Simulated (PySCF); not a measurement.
# SVWN5/cc-pVDZ run of GaBrClF (SMILES [F][Ga]([Cl])[Br])

What is the vertical ionisation energy of GaBrClF at SVWN5/cc-pVDZ? The job is set up through a Python script.

The calculation is run with PySCF 2.14.0.

### Step 1. The system as given

The species is GaBrClF (4 atoms), meant as a singlet with charge 0. As SMILES, `[F][Ga]([Cl])[Br]`. Geometry: relaxed at PBE0-D4/def2-TZVP.

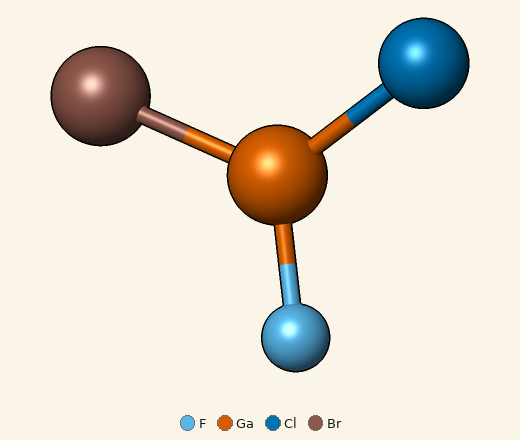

Viewed from a chosen angle; fluorine blue, gallium orange, chlorine blue, bromine brown.

### Step 2. The energy at SVWN5/cc-pVDZ

File job.py:

```python
from pyscf import gto, dft

mol = gto.M(
    atom=[
    ('F', (-1.168700, -0.639800, 1.230800)),
    ('Ga', (-0.032500, -0.039300, 0.065300)),
    ('Cl', (1.990300, -0.577100, 0.310100)),
    ('Br', (-0.789000, 1.256300, -1.606200)),
],
    verbose=3,
    basis='cc-pvdz',
    spin=0,
    max_memory=1860,
    charge=0,
)

mf = dft.RKS(mol)
mf.xc = 'svwn'
mf.grids.level = 4
mf.conv_tol = 1e-10
mf.kernel()
if not mf.converged:
    mf = mf.newton().run(mf.mo_coeff, mf.mo_occ)

etot = mf.e_tot
print(f'total energy: {etot:.8f} hartree')
```

Started as:

```bash
$ OMP_NUM_THREADS=1 python job.py
```

Standard output:

```text
converged SCF energy = -5050.47555318557
total energy: -5050.47555319 hartree
```

It took 7.5 s on 1 thread of Arm Neoverse V2, shared host; peak memory 0.28 GiB.

### Step 3. The doublet cation at the same level

File mol.xyz:

```xyz
4

F     -1.168700    -0.639800     1.230800
Ga    -0.032500    -0.039300     0.065300
Cl     1.990300    -0.577100     0.310100
Br    -0.789000     1.256300    -1.606200
```

File calc.py:

```python
from pyscf import gto, dft

mol = gto.Mole()
mol.atom = 'mol.xyz'
mol.basis = 'cc-pvdz'
mol.charge = 1
mol.verbose = 3
mol.max_memory = 1860
mol.spin = 1
mol.build()

mf = dft.UKS(mol)
mf.xc = 'svwn'
mf.grids.level = 4
mf.conv_tol = 1e-10
mf.kernel()
if not mf.converged:
    mf = mf.newton().run(mf.mo_coeff, mf.mo_occ)

energy = mf.e_tot
print('E = %.10f Eh' % energy)
```

Started as:

```bash
$ OMP_NUM_THREADS=1 python calc.py
```

Standard output:

```text
WARN: HOMO -0.510348421903231 >= LUMO -0.510247240060328

WARN: HOMO -0.527802634325525 >= LUMO -0.527030085932556

WARN: HOMO -0.528082055471108 >= LUMO -0.52708717442227

WARN: HOMO -0.528082627510791 >= LUMO -0.527212547422532

WARN: HOMO -0.527857940573256 >= LUMO -0.527110732363789

WARN: HOMO -0.527835600226421 >= LUMO -0.527113895847775

WARN: HOMO -0.527898346958469 >= LUMO -0.527124259529171

WARN: HOMO -0.52790228131309 >= LUMO -0.527136969865386

WARN: HOMO -0.52789787575843 >= LUMO -0.527133244290788

WARN: HOMO -0.527898790886612 >= LUMO -0.527134489136067

WARN: HOMO -0.527898808613028 >= LUMO -0.527134397088776

WARN: HOMO -0.527898729556122 >= LUMO -0.527134406073203

WARN: HOMO -0.527898872066861 >= LUMO -0.527134479118363

converged SCF energy = -5050.06540814582  <S^2> = 0.75093149  2S+1 = 2.0009313
E = -5050.0654081458 Eh
```

It took 17 s on 1 thread of Arm Neoverse V2, shared host; peak memory 0.28 GiB.

### Step 4. Outcome

At SVWN5/cc-pVDZ:

```
                                          quantity           value
                     singlet GaBrClF: total energy  -5050.47555 Eh
                    singlet GaBrClF: dipole moment          0.99 D
                      singlet GaBrClF: HOMO energy        -7.88 eV
                      singlet GaBrClF: LUMO energy        -3.26 eV
                    singlet GaBrClF: HOMO–LUMO gap         4.62 eV
                      doublet cation: total energy  -5050.06541 Eh
doublet cation: HOMO energy (highest over α and β)       -14.36 eV
 doublet cation: LUMO energy (lowest over α and β)       -14.34 eV
                              doublet cation: ⟨S²⟩           0.751
vertical ionisation energy (to the doublet cation)       11.161 eV
```

In words: The vertical ionisation energy comes to 11.16 eV (257 kcal/mol). The negative HOMO energy of the first species, 7.88 eV, lies 3.28 eV below that difference. Mulliken charges (singlet GaBrClF) run from -0.27 on F1 to +0.45 on Ga2.
